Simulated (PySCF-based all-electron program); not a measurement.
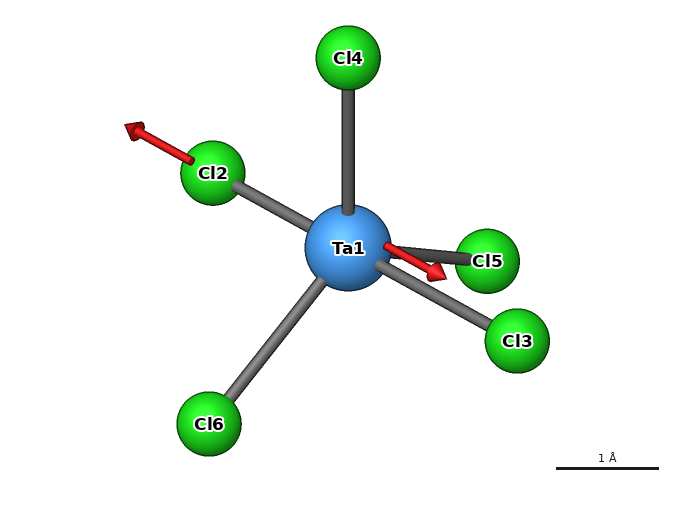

Arrows show the forces on the atoms, 0.05 Å of arrow for 1 eV/Å; forces under a tenth of the largest aren't drawn. Charge 0, singlet. Level of theory: PBE, all-electron, scalar-relativistic (Koelling-Harmon), large uncontracted Gaussian sets (PySCF-based all-electron program).

**On which atom is the force largest, and how large is it?**

On Cl2: 18.68 eV/Å.

**Which bond do the forces act along most?**

Ta1–Cl2, now 1.864 Å: the forces push its atoms apart, so a first step downhill lengthens it.

List the force components in the frame of the picture (x right, y up, z towards the viewer), in eV/Å.

| atom | Fx | Fy | Fz |
| --- | --- | --- | --- |
| Ta1 | 12.11 | −6.68 | 9.68 |
| Cl2 | −13.40 | 7.39 | −10.71 |
| Cl3 | 0.73 | −0.40 | 0.59 |
| Cl4 | 0.18 | 0.51 | 0.57 |
| Cl5 | 0.64 | −0.15 | −0.45 |
| Cl6 | −0.27 | −0.67 | 0.32 |
